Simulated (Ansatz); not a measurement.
# SiO+ (sextet): correlated methods under varied settings

Aim: run SiO+ (sextet) at one geometry under a spread of methods and options, and see what each costs and gives.

Computed with Ansatz 0.2.0, Gaussian basis. Level: the settings change from run to run.

9 further runs of the same task are left out: 5 that didn't finish, 4 set aside as unsound or not needed.

## Step 1: The system

The geometry is a PBE0/def2-TZVP stationary point (not a proven minimum) of the parent state, kept for this charge and spin.

2 atoms, charge 1, spin multiplicity 6.

Atoms are counted from 1 here; the program's logs count them from 0.

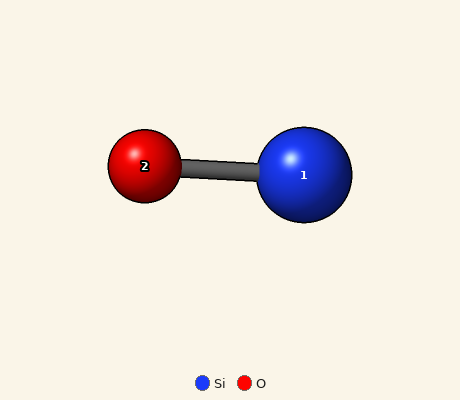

The geometry (silicon blue, oxygen red); atoms are numbered from 1 in the order of the file.

Coordinates:

```xyz
2
OSi
Si    0.0000    0.0000    0.0000
O     0.0000    0.0000    1.7135
```

## Step 2: CCSD on ROHF/6-31G*

File in.yaml:

```yaml
crystal:
  periodic: [false, false, false]
  atoms:
    - {symbol: Si, position_ang: [0.000000, 0.000000, 0.000000]}
    - {symbol: O, position_ang: [0.000000, 0.000000, 1.713500]}
basis:
  gaussian: {orbitals: "6-31G*"}
total_charge: 1
magnetization: {spin_polarized: false, initial_magnetization: 5}
correlation: {method: ccsd, electrons: valence}
```

Launch:

```
> ansatz run in.yaml --threads 1 --pin off --events-out ev --progress --plain --max-ram 2393MiB
```

The log of the run, shortened:

```text
Functional definition: HF
  name "HF"
  cite "Fock, Z. Phys. 61, 126 (1930) doi:10.1007/BF01340294"
  parent pbe
[...]
292 factors; integrals over basis functions are off by at most 7.4e-4 eV
[...]
mean field -9883.23998370 eV, -363.2023703002 hartree, gradient 2.8e-6 eV, S^2 8.750000; 1 other end points of the search recorded, 0 dependent functions left out
[...]
determinant -9883.23998370 eV, -363.2023703002 hartree, with singles and doubles -9887.03647524 eV, -363.3418887909 hartree
determinant -9881.15465872 eV, -363.1257360206 hartree, with singles and doubles -9884.80302561 eV, -363.2598110309 hartree
6 core orbitals not correlated: weight in the atoms' cores, before any rotation towards them, 1.000 or more for the frozen orbitals, at most 0.000 for the correlated occupied ones
reference -9883.23998370 eV, -363.2023703002 hartree; 7, 2 occupied and 21, 26 virtual orbitals, 292 factors
second order -3.07868981 eV of doubles, -0.12132197 eV of singles
cycle   1  -3.79668989 eV  change   -2.0e-4 eV  update   7.3e-4
[...]
cycle   7  -3.79708646 eV  change   -1.7e-7 eV  update   1.9e-6
Total energy: -9887.03707016 eV, -363.3419106538 hartree
```

Wall time 0.39 s (1 thread of Intel Xeon 6975P-C, shared host).

From the report: correlation -3.7971 eV; T1 0.018; largest double amplitude 0.05.

## Step 3: BCCD on ROHF/cc-pVDZ

File in.yaml:

```yaml
crystal:
  periodic: [false, false, false]
  atoms:
    - {symbol: Si, position_ang: [0.000000, 0.000000, 0.000000]}
    - {symbol: O, position_ang: [0.000000, 0.000000, 1.713500]}
basis:
  gaussian: {orbitals: cc-pVDZ}
total_charge: 1
magnetization: {spin_polarized: false, initial_magnetization: 5}
correlation: {method: bccd, electrons: outside_noble_gas}
accuracy: high
output: {forces: true}
```

Launched as before.

The log of the run, shortened:

```text
Functional definition: HF
  name "HF"
  cite "Fock, Z. Phys. 61, 126 (1930) doi:10.1007/BF01340294"
  parent pbe
[...]
589 factors; integrals over basis functions are off by at most 3.4e-9 eV
[...]
mean field -9883.69577316 eV, -363.2191202539 hartree, gradient 1.0e-8 eV, S^2 8.750000; 1 other end points of the search recorded, 0 dependent functions left out
[...]
determinant -9883.69577316 eV, -363.2191202539 hartree, with singles and doubles -9887.73081095 eV, -363.3674051577 hartree
determinant -9881.65407431 eV, -363.1440892053 hartree, with singles and doubles -9885.53640649 eV, -363.2867622813 hartree
6 core orbitals not correlated: weight in the atoms' cores, before any rotation towards them, 1.000 or more for the frozen orbitals, at most 0.000 for the correlated occupied ones
reference -9883.69577316 eV, -363.2191202539 hartree; 7, 2 occupied and 19, 24 virtual orbitals, 589 factors
second order -3.30101037 eV of doubles, -0.12487937 eV of singles
cycle   1  -4.03508634 eV  change   -4.9e-5 eV  update   4.5e-3
[...]
cycle  19  -4.03358213 eV  change   7.4e-10 eV  update  8.5e-10
[...]
Total energy: -9887.72935529 eV, -363.3673516632 hartree
Atom 0 at     0.000000     0.000000     0.000000 Å, force    -0.000000    -0.000000    -7.672777 eV/Å
Atom 1 at     0.000000     0.000000     1.713500 Å, force     0.000000     0.000000     7.672777 eV/Å
Dipole moment:     0.000000    -0.000000     0.051215 e Å
```

Wall time 1.6 s (1 thread of Intel Xeon 6975P-C, shared host).

From the report: correlation -4.0336 eV; largest double amplitude 0.07.

## Step 4: CASCI(7,6)/6-31G

File in.yaml:

```yaml
crystal:
  periodic: [false, false, false]
  atoms:
    - {symbol: Si, position_ang: [0.000000, 0.000000, 0.000000]}
    - {symbol: O, position_ang: [0.000000, 0.000000, 1.713500]}
basis:
  gaussian: {orbitals: 6-31G}
total_charge: 1
magnetization: {spin_polarized: false, initial_magnetization: 5}
correlation: {active_space: {window: {electrons: 7, orbitals: 6}, fixed_orbitals: true}}
```

Same command.

The log of the run:

```text
Functional definition: HF
  name "HF"
  cite "Fock, Z. Phys. 61, 126 (1930) doi:10.1007/BF01340294"
  parent pbe
  exchange = exact_x
  correlation = 0
215 factors; integrals over basis functions are off by at most 1.4e-4 eV
mean field evaluation 1: about -9881.1540 eV, gradient 8.9e0 eV
mean field evaluation 2: about -9881.3308 eV, gradient 9.0e0 eV
mean field evaluation 4: about -9882.2677 eV, gradient 6.5e-1 eV
mean field evaluation 8: about -9882.2793 eV, gradient 2.1e-1 eV
mean field -9882.27947006 eV, -363.1670720750 hartree, gradient 2.5e-6 eV, S^2 8.750000; 0 other end points of the search recorded, 0 dependent functions left out
reference -9882.27947006 eV, -363.1670720750 hartree; 13, 8 occupied and 9, 14 virtual orbitals, 215 factors
state -9882.27947006 eV, -363.1670720750 hartree
Total energy: -9882.27947006 eV, -363.1670720750 hartree
```

It took 0.09 s on 1 thread of Intel Xeon 6975P-C, shared host.

From the report: 2 determinants; active occupations 2.00, 1.00, 1.00, 1.00, 1.00, 1.00. With so small a space the active step adds no correlation: the energy is the mean field's.

## Step 5: HF/6-31G

File in.yaml:

```yaml
crystal:
  periodic: [false, false, false]
  atoms:
    - {symbol: Si, position_ang: [0.000000, 0.000000, 0.000000]}
    - {symbol: O, position_ang: [0.000000, 0.000000, 1.713500]}
basis:
  gaussian: {orbitals: 6-31G}
total_charge: 1
magnetization: {spin_polarized: true, initial_magnetization: 5}
hamiltonian: {xc: hf}
accuracy: high
output: {orbitals: {seedname: orbitals}}
```

The command is unchanged.

The log of the run:

```text
Functional definition: HF
  name "HF"
  cite "Fock, Z. Phys. 61, 126 (1930) doi:10.1007/BF01340294"
  parent pbe
  exchange = exact_x
  correlation = 0
406 factors; integrals over basis functions are off by at most 3.1e-9 eV
mean field evaluation 1: about -9881.1033 eV, gradient 7.8e0 eV
mean field evaluation 2: about -9881.3867 eV, gradient 7.5e0 eV
mean field evaluation 4: about -9882.3288 eV, gradient 1.4e0 eV
mean field evaluation 8: about -9882.3839 eV, gradient 2.2e-1 eV
mean field evaluation 16: about -9882.3844 eV, gradient 2.6e-7 eV
mean field -9882.38444477 eV, -363.1709298244 hartree, gradient 2.6e-8 eV, S^2 8.756740; 0 other end points of the search recorded, 0 dependent functions left out
reference -9882.38444477 eV, -363.1709298244 hartree; 13, 8 occupied and 9, 14 virtual orbitals, 406 factors
Total energy: -9882.38444477 eV, -363.1709298244 hartree
```

Run time: 0.15 s. Hardware: 1 thread of Intel Xeon 6975P-C, shared host.

From the report: ⟨S²⟩ of the determinant 8.757 (pure sextet: 8.75).

## Step 6: CCSDT(Q) on UHF/def2-SVP

File in.yaml:

```yaml
crystal:
  periodic: [false, false, false]
  atoms:
    - {symbol: Si, position_ang: [0.000000, 0.000000, 0.000000]}
    - {symbol: O, position_ang: [0.000000, 0.000000, 1.713500]}
basis:
  gaussian: {orbitals: def2-SVP}
total_charge: 1
magnetization: {spin_polarized: true, initial_magnetization: 5}
correlation: {method: ccsdt_q, electrons: outside_noble_gas}
```

Same command.

The log of the run, shortened:

```text
Functional definition: HF
  name "HF"
  cite "Fock, Z. Phys. 61, 126 (1930) doi:10.1007/BF01340294"
  parent pbe
[...]
468 factors; integrals over basis functions are off by at most 1.3e-7 eV
[...]
mean field -9879.44456518 eV, -363.0628912423 hartree, gradient 7.4e-7 eV, S^2 8.759297; 1 other end points of the search recorded, 0 dependent functions left out
determinant -9879.44456518 eV, -363.0628912423 hartree, with singles and doubles -9883.27146025 eV, -363.2035270421 hartree
determinant -9877.39916331 eV, -362.9877241101 hartree, with singles and doubles -9881.12996493 eV, -363.1248285408 hartree
6 core orbitals not correlated: weight in the atoms' cores, before any rotation towards them, 1.000 or more for the frozen orbitals, at most 0.000 for the correlated occupied ones
reference -9879.44456518 eV, -363.0628912423 hartree; 7, 2 occupied and 19, 24 virtual orbitals, 468 factors
second order -3.22274394 eV of doubles, -0.00000000 eV of singles
cycle   1  -3.65710327 eV  change   -4.3e-1 eV  update   4.6e-2
[...]
cycle  16  -3.89578298 eV  change    1.7e-8 eV  update   6.4e-7
perturbative correction -0.00204783 eV, -0.0000752564 hartree
Total energy: -9883.34239599 eV, -363.2061338827 hartree
```

Wall time 2.3 s (1 thread of Intel Xeon 6975P-C, shared host).

From the report: ⟨S²⟩ of the determinant 8.759 (pure sextet: 8.75); correlation -3.8978 eV; T1 0.012; largest double amplitude 0.06.

## Step 7: CASCI(5,6)/6-31G

File in.yaml:

```yaml
crystal:
  periodic: [false, false, false]
  atoms:
    - {symbol: Si, position_ang: [0.000000, 0.000000, 0.000000]}
    - {symbol: O, position_ang: [0.000000, 0.000000, 1.713500]}
basis:
  gaussian: {orbitals: 6-31G}
total_charge: 1
magnetization: {spin_polarized: false, initial_magnetization: 5}
correlation: {active_space: {window: {electrons: 5, orbitals: 6}, fixed_orbitals: true, states: [{multiplicity: 6, weights: [0.5, 0.5, 1]}]}}
```

The command is unchanged.

The log of the run:

```text
Functional definition: HF
  name "HF"
  cite "Fock, Z. Phys. 61, 126 (1930) doi:10.1007/BF01340294"
  parent pbe
  exchange = exact_x
  correlation = 0
393 factors; integrals over basis functions are off by at most 3.4e-8 eV
mean field evaluation 1: about -9881.1407 eV, gradient 8.9e0 eV
mean field evaluation 2: about -9881.3261 eV, gradient 9.0e0 eV
mean field evaluation 4: about -9882.2669 eV, gradient 6.5e-1 eV
mean field evaluation 8: about -9882.2795 eV, gradient 2.1e-1 eV
mean field -9882.27969438 eV, -363.1670803187 hartree, gradient 2.6e-6 eV, S^2 8.750000; 0 other end points of the search recorded, 0 dependent functions left out
reference -9882.27969438 eV, -363.1670803187 hartree; 13, 8 occupied and 9, 14 virtual orbitals, 393 factors
state -9882.27969438 eV, -363.1670803187 hartree
state -9877.48431108 eV, -362.9908532330 hartree
state -9877.48431108 eV, -362.9908532330 hartree
Total energy: -9878.68315691 eV, -363.0349100044 hartree
```

Wall time 0.12 s (1 thread of Intel Xeon 6975P-C, shared host).

From the report: 2 determinants; active occupations (of the averaged states) 1.00, 1.00, 1.00, 0.75, 0.75, 0.50.

## Step 8: MRCISD+Q(7,6)/6-31G

File in.yaml:

```yaml
crystal:
  periodic: [false, false, false]
  atoms:
    - {symbol: Si, position_ang: [0.000000, 0.000000, 0.000000]}
    - {symbol: O, position_ang: [0.000000, 0.000000, 1.713500]}
basis:
  gaussian: {orbitals: 6-31G}
total_charge: 1
magnetization: {spin_polarized: false, initial_magnetization: 5}
correlation: {method: fic_mrcisd_q, electrons: outside_noble_gas, active_space: {window: {electrons: 7, orbitals: 6}}}
accuracy: high
```

Launched as before.

The log of the run, shortened:

```text
Functional definition: HF
  name "HF"
  cite "Fock, Z. Phys. 61, 126 (1930) doi:10.1007/BF01340294"
  parent pbe
[...]
406 factors; integrals over basis functions are off by at most 3.1e-9 eV
[...]
mean field -9882.27969442 eV, -363.1670803203 hartree, gradient 2.3e-8 eV, S^2 8.750000; 0 other end points of the search recorded, 0 dependent functions left out
reference -9882.27969442 eV, -363.1670803203 hartree; 13, 8 occupied and 9, 14 virtual orbitals, 406 factors
state -9882.27969442 eV, -363.1670803203 hartree
contracted CI cycle   1: correlation 0.00000000 eV, 0.0000000000 hartree, residual 1.23e1 eV
contracted CI cycle   2: correlation -1.77897102 eV, -0.0653759792 hartree, residual 1.86e0 eV
contracted CI cycle   3: correlation -1.83603002 eV, -0.0674728589 hartree, residual 4.06e-1 eV
contracted CI cycle   4: correlation -1.83924422 eV, -0.0675909785 hartree, residual 1.22e-1 eV
contracted CI cycle   5: correlation -1.83953833 eV, -0.0676017869 hartree, residual 3.88e-2 eV
contracted CI cycle   6: correlation -1.83956820 eV, -0.0676028845 hartree, residual 1.27e-2 eV
contracted CI cycle   7: correlation -1.83957169 eV, -0.0676030128 hartree, residual 4.14e-3 eV
contracted CI cycle   8: correlation -1.83957202 eV, -0.0676030248 hartree, residual 1.07e-3 eV
contracted CI cycle   9: correlation -1.83957204 eV, -0.0676030255 hartree, residual 2.94e-4 eV
contracted CI cycle  10: correlation -1.83957204 eV, -0.0676030256 hartree, residual 8.17e-5 eV
contracted CI cycle  11: correlation -1.83957204 eV, -0.0676030256 hartree, residual 2.11e-5 eV
contracted CI cycle  12: correlation -1.83957204 eV, -0.0676030256 hartree, residual 5.25e-6 eV
state -9882.27969442 eV, -363.1670803203 hartree; corrected -9884.17156799 eV, -363.2366053916 hartree
WARN: 1 active orbitals are nearly empty or full. The corrections depend on them more than the energy does, and are more stable in an active space without them
Total energy: -9884.17156799 eV, -363.2366053916 hartree
```

Run time: 0.63 s. Hardware: 1 thread of Intel Xeon 6975P-C, shared host.

From the report: 2 determinants; active occupations 2.00, 1.00, 1.00, 1.00, 1.00, 1.00. The report marks this result as in doubt.

## Step 9: CCSDT(Q) on ROHF/STO-3G

File in.yaml:

```yaml
crystal:
  periodic: [false, false, false]
  atoms:
    - {symbol: Si, position_ang: [0.000000, 0.000000, 0.000000]}
    - {symbol: O, position_ang: [0.000000, 0.000000, 1.713500]}
basis:
  gaussian: {orbitals: STO-3G, point_charges: [{charge: 1.00, position_ang: [2.629, 0.774, 0.765]}]}
total_charge: 1
magnetization: {spin_polarized: false, initial_magnetization: 5}
correlation: {method: ccsdt_q, electrons: outside_noble_gas}
accuracy: high
output: {forces: true}
```

Launched as before.

The log of the run, shortened:

```text
Functional definition: HF
  name "HF"
  cite "Fock, Z. Phys. 61, 126 (1930) doi:10.1007/BF01340294"
  parent pbe
[...]
224 factors; integrals over basis functions are off by at most 1.9e-8 eV
[...]
mean field -9764.22194789 eV, -358.8285381576 hartree, gradient 1.7e-8 eV, S^2 8.750000; 2 other end points of the search recorded, 0 dependent functions left out
determinant -9764.22194789 eV, -358.8285381576 hartree, with singles and doubles -9764.53641774 eV, -358.8400947116 hartree
determinant -9762.14007718 eV, -358.7520308200 hartree, with singles and doubles -9762.28632583 eV, -358.7574053588 hartree
determinant -9762.01187504 eV, -358.7473194786 hartree, with singles and doubles -9762.15723773 eV, -358.7526614586 hartree
6 core orbitals not correlated: weight in the atoms' cores, before any rotation towards them, 1.000 or more for the frozen orbitals, at most 0.000 for the correlated occupied ones
reference -9764.22194789 eV, -358.8285381576 hartree; 7, 2 occupied and 1, 6 virtual orbitals, 224 factors
second order -0.17813472 eV of doubles, -0.02976371 eV of singles
cycle   1  -0.26327549 eV  change   -5.5e-2 eV  update   2.3e-2
[...]
cycle  27  -0.31497625 eV  change   1.6e-10 eV  update  6.4e-10
perturbative correction 0.00000000 eV, 0.0000000000 hartree
[...]
Total energy: -9764.53692414 eV, -358.8401133211 hartree
Atom 0 at     0.000000     0.000000     0.000000 Å, force    -0.833890    -0.245504    -8.091233 eV/Å
Atom 1 at     0.000000     0.000000     1.713500 Å, force    -0.709872    -0.208992     8.104694 eV/Å
Dipole moment:    -0.041831    -0.012315    -0.019358 e Å
```

It took 1.5 s on 1 thread of Intel Xeon 6975P-C, shared host.

From the report: correlation -0.3150 eV; T1 0.010; largest double amplitude 0.03.

## Step 10: CCSD(T) on UHF/def2-SVP

File in.yaml:

```yaml
crystal:
  periodic: [false, false, false]
  atoms:
    - {symbol: Si, position_ang: [0.000000, 0.000000, 0.000000]}
    - {symbol: O, position_ang: [0.000000, 0.000000, 1.713500]}
basis:
  gaussian: {orbitals: def2-SVP}
total_charge: 1
magnetization: {spin_polarized: true, initial_magnetization: 5}
correlation: {method: ccsd_t, electrons: outside_noble_gas}
output: {forces: true}
```

Same command.

The log of the run, shortened:

```text
Functional definition: HF
  name "HF"
  cite "Fock, Z. Phys. 61, 126 (1930) doi:10.1007/BF01340294"
  parent pbe
[...]
294 factors; integrals over basis functions are off by at most 7.1e-4 eV
[...]
mean field -9879.44451307 eV, -363.0628893273 hartree, gradient 7.4e-7 eV, S^2 8.759297; 1 other end points of the search recorded, 0 dependent functions left out
determinant -9879.44451307 eV, -363.0628893273 hartree, with singles and doubles -9883.27139592 eV, -363.2035246782 hartree
determinant -9877.39911041 eV, -362.9877221661 hartree, with singles and doubles -9881.12989902 eV, -363.1248261188 hartree
6 core orbitals not correlated: weight in the atoms' cores, before any rotation towards them, 1.000 or more for the frozen orbitals, at most 0.000 for the correlated occupied ones
reference -9879.44451307 eV, -363.0628893273 hartree; 7, 2 occupied and 19, 24 virtual orbitals, 294 factors
second order -3.22272795 eV of doubles, -0.00000000 eV of singles
cycle   1  -3.82702319 eV  change   -1.4e-4 eV  update   6.8e-4
[...]
cycle   8  -3.82733472 eV  change    7.8e-7 eV  update   4.3e-7
perturbative correction -0.05593826 eV, -0.0020556933 hartree
[...]
Total energy: -9883.32778605 eV, -363.2055969771 hartree
Atom 0 at     0.000000     0.000000     0.000000 Å, force    -0.000000     0.000000    -7.169050 eV/Å
Atom 1 at     0.000000     0.000000     1.713500 Å, force    -0.000000    -0.000000     7.169050 eV/Å
Dipole moment:     0.000000     0.000000     0.056885 e Å
```

Run time: 0.66 s. Hardware: 1 thread of Intel Xeon 6975P-C, shared host.

From the report: ⟨S²⟩ of the determinant 8.759 (pure sextet: 8.75); correlation -3.8833 eV; T1 0.012; largest double amplitude 0.06.

## Step 11: All runs side by side

Where basis and cores are those of an earlier FCI/6-31G run (-9884.1897 eV), and the state is the same kind, the miss against it is given. † marks a result that the program doubts.

```
                                          level         correlated  functions  energy (eV)  from FCI (meV)    time
                            CCSD on ROHF/6-31G*            valence         34   -9887.0371                  0.39 s
                           BCCD on ROHF/cc-pVDZ  outside noble gas         32   -9887.7294                   1.6 s
                               CASCI(7,6)/6-31G                            22   -9882.2795          1910.2  0.09 s
                                       HF/6-31G                            22   -9882.3844          1805.2  0.15 s
                       CCSDT(Q) on UHF/def2-SVP  outside noble gas         32   -9883.3424                   2.3 s
      CASCI(5,6)/6-31G (mean of several states)                            22   -9878.6832                  0.12 s
                          MRCISD+Q(7,6)/6-31G †  outside noble gas         22   -9884.1716            18.1  0.63 s
CCSDT(Q) on ROHF/STO-3G (beside a point charge)  outside noble gas         14   -9764.5369                   1.5 s
                        CCSD(T) on UHF/def2-SVP  outside noble gas         32   -9883.3278                  0.66 s
```

## Step 12: Summary of results

| quantity | value |
| --- | --- |
| runs | 9 |
| quickest | CASCI(7,6)/6-31G, 0.09 s |
| slowest | CCSDT(Q) on UHF/def2-SVP, 2.3 s |

Total energies in different bases, with other cores or another treatment of relativity can't be set against each other. CCSDT(Q) on UHF/def2-SVP took 25 times as long as CASCI(7,6)/6-31G; the jobs differ in more than the method. Hartree-Fock, CASSCF and CASCI lack dynamic correlation by design.
